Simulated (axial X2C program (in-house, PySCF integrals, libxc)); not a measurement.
# PbLi: bond curves with and without spin–orbit coupling, part 2 of 2

Computed with an in-house X2C program for linear molecules on PySCF integrals; all-electron X2C, Pb dyall-cv3z, Li dyall-cv3z.

**15. PBE, 2c**

The SCF at the reference distance of 2.811 Å:

```text
two-component X2C + atomic mean field  PBE
basis functions 203  fitting functions 1045  grid points 5085
iter        total energy     max residual
   1     -20899.871273358     2.76e-01
   2     -20899.874670800     9.77e-03
   3     -20899.871909632     1.61e-02
   4     -20899.875498655     1.14e-03
   5     -20899.875533865     7.46e-04
   6     -20899.875571233     6.02e-05
   7     -20899.875571461     1.60e-05
   8     -20899.875571506     8.50e-06
   9     -20899.875571511     2.67e-06
  10     -20899.875571511     1.77e-06
converged
one-electron -28660.60128725  Coulomb 8131.71659996  exact exchange 0.00000000  xc functional -397.10736622  nuclear repulsion 46.31006542  atomic mean-field constant -20.19358342
```

Re = 2.840 Å, ωe = 265.9 cm⁻¹, ωexe = 2.65 cm⁻¹, Be = 0.308 cm⁻¹, De = 0.744 eV, μ = 3.05 D.

**16. Correlated methods, 2c**

Correlated methods: 15 electrons correlated (frozen shells, counted by type: Pb 5 s, 4 p, 2 d, 1 f; Li 1 s), 237 virtual spinors in MP2, 134 natural virtuals in coupled cluster.

Output of the correlated part at 2.811 Å:

```text
correlated 15  virtual 237  natural virtual 134  E(MP2) -0.494039942  MP2 remainder -0.003881385
iter   CCSD correlation   residual
   1     -0.445016213   1.34e-01
   2     -0.457480952   5.09e-02
   3     -0.458346061   2.80e-02
   4     -0.458387151   1.22e-02
   5     -0.458515650   5.19e-03
   6     -0.458506874   2.74e-03
   7     -0.458515117   1.40e-03
   8     -0.458523810   7.91e-04
   9     -0.458516157   5.12e-04
  10     -0.458518653   3.22e-04
  11     -0.458519707   1.53e-04
  12     -0.458520621   6.87e-05
  13     -0.458520997   3.68e-05
  14     -0.458520995   1.72e-05
(T) -0.016500699  T1 0.0253  D1 0.0793  max T2 0.088
```

MP2: Re = 2.751 Å, ωe = 343 cm⁻¹, Be = 0.3281 cm⁻¹, De = 0.582 eV.

CCSD: Re = 2.770 Å, ωe = 307 cm⁻¹, ωexe = 2.07 cm⁻¹, Be = 0.3238 cm⁻¹, De = 0.588 eV. T1 at Re = 0.016 (Lee–Taylor, the printed value over √2).

CCSD(T): Re = 2.759 Å, ωe = 313 cm⁻¹, Be = 0.3263 cm⁻¹, De = 0.622 eV. T1 at Re = 0.016 (Lee–Taylor, the printed value over √2).

**17. A higher determinant, 2c**

State: Ω = 3/2 (excess of +ω over −ω: ω = 3/2).

Output at the reference distance:

```text
two-component X2C + atomic mean field  PBE0
basis functions 203  fitting functions 1045  grid points 5085
iter        total energy     max residual
   1     -20899.214559638     1.42e+01
   2     -20899.553296556     3.57e-03
   3     -20899.553325969     4.81e-03
   4     -20899.553569039     3.27e-04
   5     -20899.553573539     1.94e-04
   6     -20899.553574529     3.51e-05
   7     -20899.553574607     1.64e-05
   8     -20899.553574634     8.51e-06
   9     -20899.553574643     2.85e-06
  10     -20899.553574645     1.36e-06
converged
one-electron -28662.75111666  Coulomb 8133.93631791  exact exchange -97.71565817  xc functional -299.13959972  nuclear repulsion 46.31006542  atomic mean-field constant -20.19358342
```

```csv
R (Å),E above the lowest PBE0 point (eV)
2.446,0.198
2.496,0.172
2.558,0.156
2.642,0.154
2.727,0.171
2.811,0.203
2.909,0.254
3.008,0.316
3.134,0.406
```

Re = 2.607 Å, ωe = 345 cm⁻¹, ωexe = 2.29 cm⁻¹, Be = 0.3653 cm⁻¹, μ = 5.31 D. Te = 0.15 eV.

State: Ω = 1/2 (excess of +ω over −ω: 2 × ω = -1/2, ω = 3/2).

Output at the reference distance:

```text
two-component X2C + atomic mean field  PBE0
basis functions 203  fitting functions 1045  grid points 5085
iter        total energy     max residual
   1     -20899.173956034     1.51e+01
   2     -20899.522706742     3.87e-03
   3     -20899.522801722     4.67e-03
   4     -20899.523014755     3.61e-04
   5     -20899.523020794     2.07e-04
   6     -20899.523023183     5.30e-05
   7     -20899.523023710     6.09e-05
   8     -20899.523024017     2.69e-05
   9     -20899.523024127     5.25e-06
  10     -20899.523024133     1.61e-06
  11     -20899.523024133     3.60e-07
converged
one-electron -28661.43115645  Coulomb 8132.62891771  exact exchange -97.71084944  xc functional -299.12641794  nuclear repulsion 46.31006542  atomic mean-field constant -20.19358342
```

```csv
R (Å),E above the lowest PBE0 point (eV)
2.446,1.151
2.496,1.110
2.558,1.075
2.642,1.045
2.727,1.033
2.811,1.034
2.909,1.046
3.008,1.067
3.134,1.101
```

Re = 2.763 Å, ωe = 249.4 cm⁻¹, ωexe = 3.59 cm⁻¹, Be = 0.3254 cm⁻¹, μ = 4.95 D. Te = 1.03 eV.

**18. The 2c curves together**

Energy (eV) of the followed determinant, 2c, from each level's lowest point:

```csv
R (Å),PBE0,HF,MP2,CCSD,CCSD(T),BLYP,BHandHLYP,PBE
2.391,0.250,0.297,0.236,n/a,n/a,0.268,0.211,0.277
2.446,0.178,0.217,0.162,n/a,n/a,0.194,0.143,0.202
2.496,0.125,0.158,0.109,n/a,n/a,0.139,0.095,0.145
2.558,0.075,0.102,0.060,0.061,0.057,0.087,0.051,0.092
2.642,0.030,0.050,0.018,0.019,0.017,0.038,0.015,0.041
2.727,0.006,0.019,0.000,0.000,0.000,0.011,0.000,0.012
2.811,0.000,0.004,0.004,0.000,0.002,0.000,0.002,0.000
2.909,0.009,0.000,0.031,0.018,0.023,0.004,0.021,0.003
3.008,0.032,0.005,0.077,0.052,0.060,0.021,0.052,0.020
3.134,0.074,0.017,0.148,0.109,0.121,0.056,0.103,0.057
3.289,0.138,0.037,0.233,n/a,n/a,0.112,0.173,0.115
3.514,0.239,0.067,0.338,n/a,n/a,0.204,0.276,0.213
3.823,0.368,0.103,0.443,n/a,n/a,0.326,0.394,0.345
4.216,0.496,0.134,0.528,n/a,n/a,0.450,0.496,0.485
```

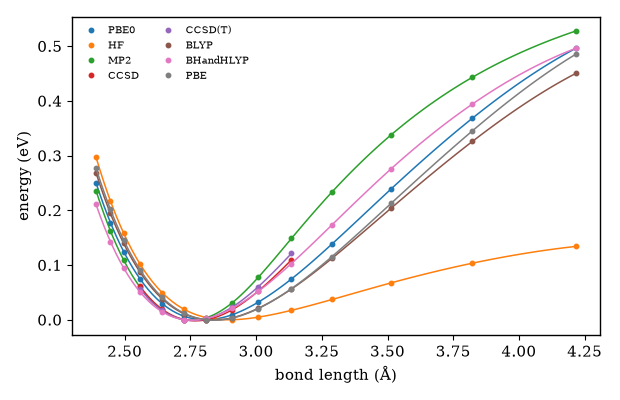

Curves of the followed state, 2c, each from its own lowest point.

Time for the job: 24 min (2 threads, shared host).

**19. Results**

This closing draws on all 2 parts.

Lowest determinant that the search found at its distance, spin-free: M_S = 3/2, Λ = 0 (beyond closed shells: σα, π+α, π-α).

Lowest determinant that the search found at its distance, 2c: Ω = 1/2 (excess of +ω over −ω: ω = 1/2).

| Hamiltonian | level | Re (Å) | ωe (cm⁻¹) | De (eV) | μ (D) |
| --- | --- | --- | --- | --- | --- |
| spin-free | PBE0 | 2.623 | 340 | 1.36 | 5.30 |
| spin-free | HF | 2.665 | 332 | 0.941 | 6.20 |
| spin-free | MP2 | 2.642 | 342 | 1.39 | n/a |
| spin-free | CCSD | 2.645 | 340 | 1.34 | n/a |
| spin-free | CCSD(T) | 2.647 | 339 | 1.38 | n/a |
| spin-free | BLYP | 2.655 | 318 | 1.19 | 4.77 |
| spin-free | BHandHLYP | 2.609 | 346 | 1.19 | 5.59 |
| spin-free | PBE | 2.643 | 328 | 1.37 | 4.85 |
| 2c | PBE0 | 2.805 | 276.7 | 0.695 | 3.71 |
| 2c | HF | 2.897 | 194.5 | 0.201 | 3.69 |
| 2c | MP2 | 2.751 | 343 | 0.582 | n/a |
| 2c | CCSD | 2.770 | 307 | 0.588 | n/a |
| 2c | CCSD(T) | 2.759 | 313 | 0.622 | n/a |
| 2c | BLYP | 2.836 | 262.1 | 0.661 | 3.18 |
| 2c | BHandHLYP | 2.756 | 293.9 | 0.619 | 4.43 |
| 2c | PBE | 2.840 | 265.9 | 0.744 | 3.05 |

Dipoles are positive if Li is the positive end.

Time per point (s) on 2 threads, shared host (2c runs; CCSD comes with the CCSD(T) run); the times are rough: PBE0 2.3, HF 1.6, MP2 2.4, CCSD(T) 76, BLYP 1.2, BHandHLYP 2.4, PBE 1.2.

What this shows: At CCSD(T), going from spin-free to two-component changes Re by +112 mÅ, ωe by -7.7 %, so spin–orbit coupling matters for this bond. It costs about 1.9 times the time. De moves by -0.76 eV; both De rest on single-determinant atoms, which can miss part of an open shell's spin–orbit lowering.

De refers to Pb + Li, each in the lowest determinant found, which need not be this curve's own limit. Each curve is one determinant whose occupation by symmetry is held fixed; it was picked as the lowest of a PBE0 search that is not exhaustive. Dissociation energies refer to the lowest single-determinant-based atoms at the same level and basis. Density functionals use the spin component along the axis (collinear). CCSD and (T) use frozen natural virtuals with an MP2 correction for the truncation. With several unpaired electrons one determinant need not be a pure state.
